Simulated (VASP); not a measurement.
Band structure of BAs (space group F-43m). Level of theory: PBE GGA, VASP's PBE PAW potentials (set 64) (plane waves; VASP).

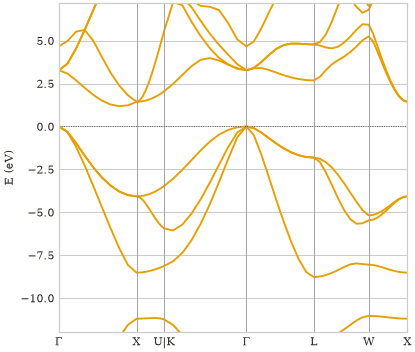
Figure. Bands along high-symmetry lines, zero at the valence-band maximum or, without a gap, the Fermi level

Task: Read the plot: is there a gap, and where are the band edges?

Result: The gap is indirect, 1.18 eV, from the valence maximum at Γ to the conduction minimum at Γ-X at 0.78.

The structure is a typed BAs crystal (F-43m). The cell was not relaxed at this level.
